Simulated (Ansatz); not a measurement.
# FH3OSiZn: a short trajectory

What does FH3OSiZn do in its first 100 fs at constant energy, with the temperature set to 300 K?

Program: Ansatz 0.2.0, Gaussian basis. Level of theory: revPBE/def2-SVP with D3(BJ) dispersion. These are calculated values, not measurements.

## 1. The relaxed structure

The geometry comes from an earlier relaxation with PBE0-D4 in a triple-zeta def2 set; it is a stationary point, not always the lowest conformer.

SMILES `F[SiH2][O][ZnH]`, 7 atoms, charge 0, spin multiplicity 1.

Atoms are counted from 1 here; the program's logs count them from 0.

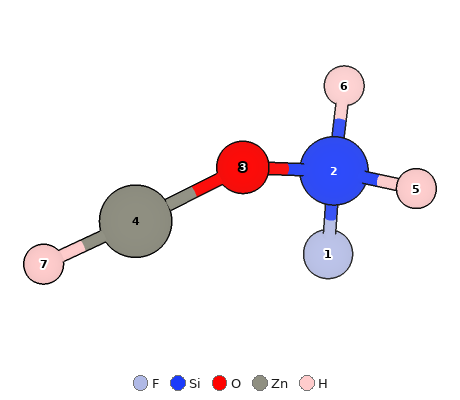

The structure; fluorine light blue, silicon blue, oxygen red, zinc grey, hydrogen pink; atoms are numbered from 1 in the order of the file.

## 2. The run

The input, in.yaml:

```yaml
crystal:
  periodic: [false, false, false]
  atoms:
    - {symbol: F, position_ang: [-0.250943, -0.300996, -1.880036]}
    - {symbol: Si, position_ang: [0.040708, 0.829326, -0.777448]}
    - {symbol: O, position_ang: [0.093951, 0.176689, 0.685185]}
    - {symbol: Zn, position_ang: [-0.032110, -1.344336, 1.587773]}
    - {symbol: H, position_ang: [1.344650, 1.435756, -1.139488]}
    - {symbol: H, position_ang: [-1.066244, 1.810214, -0.884185]}
    - {symbol: H, position_ang: [-0.130002, -2.606664, 2.408209]}
basis:
  gaussian: {orbitals: def2-SVP}
hamiltonian: {xc: {name: revPBE}, dispersion: d3bj}
md: {timestep: 2 fs, n_steps: 50, ensemble: nve, temperature: 300, initial_velocities: maxwell_boltzmann, seed: 375}
```

On the command line:

```bash
$ ansatz run in.yaml --threads 2 --pin off --events-out ev --progress --plain --max-ram 4352MiB
```

Log, cut to the lines that bear on the results:

```text
Functional definition: revPBE
  name "revPBE"
  cite "Zhang & Yang, Phys. Rev. Lett. 80, 890 (1998) doi:10.1103/PhysRevLett.80.890"
  cite "Perdew, Burke & Ernzerhof, Phys. Rev. Lett. 77, 3865 (1996) doi:10.1103/PhysRevLett.77.3865"
[...]
1019 factors; their error is unknown
[...]
mean field -61092.96177634 eV, -2245.1249349837 hartree, gradient 7.1e-5 eV, S^2 0.000000; 0 other end points of the search recorded, 0 dependent functions left out
[...]
reference -61092.96183618 eV, -2245.1249371827 hartree; 32, 32 occupied and 60, 60 virtual orbitals, 1019 factors
md step     0: t =     0.00 fs  T =   300.0 K  F+E_penalty+E_count = -61093.24526104 eV  E_kin = 0.193890 eV  conserved = -61093.05137105 eV  (25 SCF iters)
[...]
md step    12: t =    24.00 fs  T =   251.9 K  F+E_penalty+E_count = -61093.21001852 eV  E_kin = 0.162825 eV  conserved = -61093.04719353 eV  (27 SCF iters, 3 dispersion substeps)
[...]
md step    24: t =    48.00 fs  T =   284.0 K  F+E_penalty+E_count = -61093.22604154 eV  E_kin = 0.183577 eV  conserved = -61093.04246430 eV  (29 SCF iters, 3 dispersion substeps)
[...]
md step    36: t =    72.00 fs  T =   226.0 K  F+E_penalty+E_count = -61093.18699549 eV  E_kin = 0.146083 eV  conserved = -61093.04091293 eV  (29 SCF iters, 3 dispersion substeps)
[...]
md step    48: t =    96.00 fs  T =   143.1 K  F+E_penalty+E_count = -61093.13512193 eV  E_kin = 0.092510 eV  conserved = -61093.04261154 eV  (28 SCF iters, 3 dispersion substeps)
[...]
md step    49: t =    98.00 fs  T =   155.7 K  F+E_penalty+E_count = -61093.14495233 eV  E_kin = 0.100611 eV  conserved = -61093.04434089 eV  (29 SCF iters, 3 dispersion substeps)
[...]
md step    50: t =   100.00 fs  T =   161.1 K  F+E_penalty+E_count = -61093.14953951 eV  E_kin = 0.104109 eV  conserved = -61093.04543055 eV  (29 SCF iters, 3 dispersion substeps)
Total energy: -61093.14960032 eV, -2245.1318373876 hartree
Atom 0 at    -0.222588    -0.451787    -1.834898 Å, force     0.140406     1.422698     1.008595 eV/Å
Atom 1 at    -0.019990     0.886280    -0.763433 Å, force     0.929446    -1.545288    -0.146291 eV/Å
Atom 2 at     0.322453     0.306565     0.763039 Å, force    -0.343887    -0.920784    -0.078244 eV/Å
Atom 3 at    -0.060253    -1.358371     1.550880 Å, force     0.301124     1.692855    -0.877819 eV/Å
Atom 4 at     1.195961     1.701621    -1.252546 Å, force    -0.646018    -0.322687     0.053330 eV/Å
Atom 5 at    -1.293803     1.641423    -0.729365 Å, force    -0.298003     0.207953    -0.246335 eV/Å
Atom 6 at    -0.398397    -2.599653     2.282448 Å, force    -0.083068    -0.534747     0.286764 eV/Å
Dipole moment:    -0.051805    -0.162218     0.381703 e Å
```

Run time: 50 s. Hardware: 2 threads of AMD EPYC 9B14, shared host.

## 3. Frames and traces

One row in 4; energies are counted from the first frame:

```csv
time (fs),T (K),potential (meV),conserved (meV),O3–Zn4 (Å)
0.0,300,0.0,0.00,1.773
8.0,232,48.8,4.74,1.732
16.0,256,30.8,2.61,1.784
24.0,252,35.2,4.18,1.871
32.0,207,66.9,6.89,1.888
40.0,158,98.7,6.65,1.835
48.0,284,19.2,8.91,1.794
56.0,198,74.2,8.57,1.786
64.0,148,108.5,10.48,1.770
72.0,226,58.3,10.46,1.733
80.0,184,84.5,9.44,1.762
88.0,286,18.1,9.21,1.840
96.0,143,110.1,8.76,1.883
```

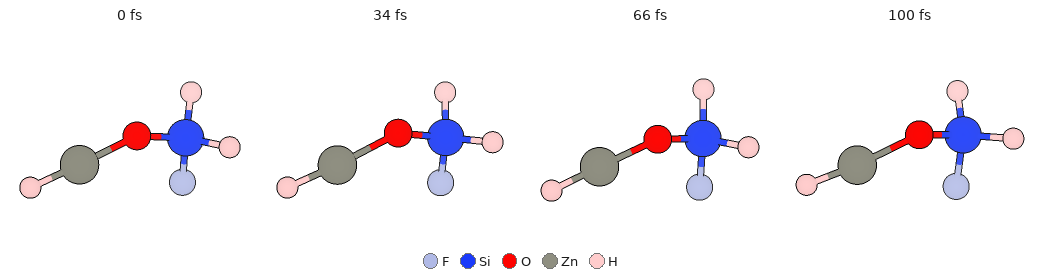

Four frames; sticks are those of the first frame.

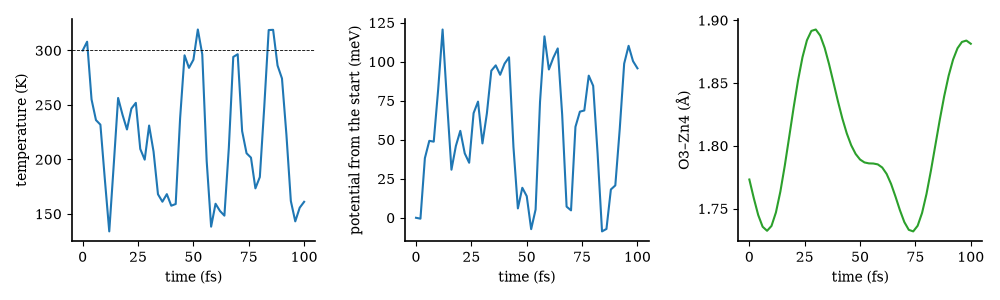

Temperature (the set value dashed), potential energy and the bond that swings most.

Positions (Å) and forces (eV/Å) at 100.0 fs:

```xyz
7

F    -0.223   -0.452   -1.835    0.140    1.423    1.009
Si   -0.020    0.886   -0.763    0.929   -1.545   -0.146
O     0.322    0.307    0.763   -0.344   -0.921   -0.078
Zn   -0.060   -1.358    1.551    0.301    1.693   -0.878
H     1.196    1.702   -1.253   -0.646   -0.323    0.053
H    -1.294    1.641   -0.729   -0.298    0.208   -0.246
H    -0.398   -2.600    2.282   -0.083   -0.535    0.287
```

## 4. Results

```
                              quantity                          value
                                length             50 steps of 2.0 fs
     temperature, first and last frame                     300, 161 K
              temperature, second half  mean 223 K, from 138 to 319 K
                swing of the potential                        129 meV
largest change of the conserved energy                      13.25 meV
                       range of O3–Zn4               1.732 to 1.893 Å
```

In words: The temperature starts at 300 K and ranges from 134 to 319 K; in so small a system it swings widely. The conserved energy moves by 13.25 meV, 10.2 % of the potential's swing: the step is long for the fastest motion. O3–Zn4 swings as far as any bond, by 0.16 Å; no bond breaks. A run of 100 fs gives no averages.
